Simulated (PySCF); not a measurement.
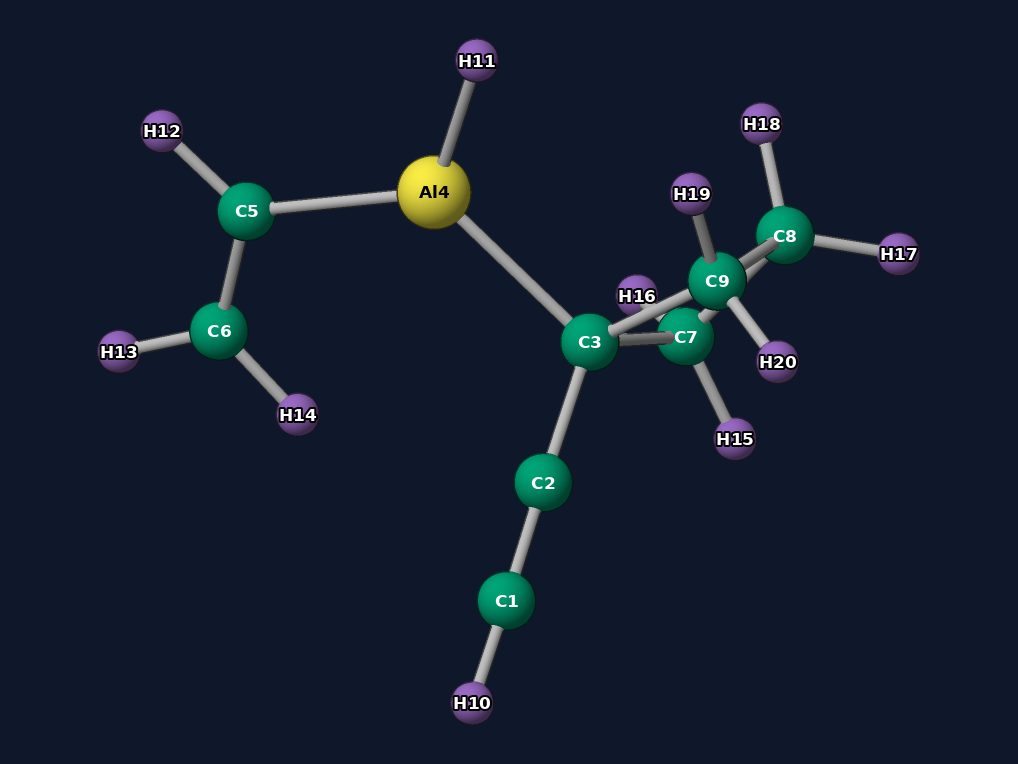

The questions are on isotropic NMR shieldings of the C atoms. The computed structure is the end point of a GFN2-xTB optimisation. No frequency run is at hand to confirm it as a minimum. Method: GIAO PBE0/pcSseg-1 NMR shielding, non-relativistic, gas phase (PySCF 2.14.0).

List the isotropic NMR shieldings of the C atoms.

```tsv
atom	σ (ppm)
C1	110.8
C2	90.3
C3	167.5
C5	34.9
C6	30.5
C7	151.6
C8	166.8
C9	151.0
```

The geometry is semi-empirical. Around Al such bond lengths and angles can be off by a tenth of an ångström or more and by several degrees, and values that hang on the shape move with them.
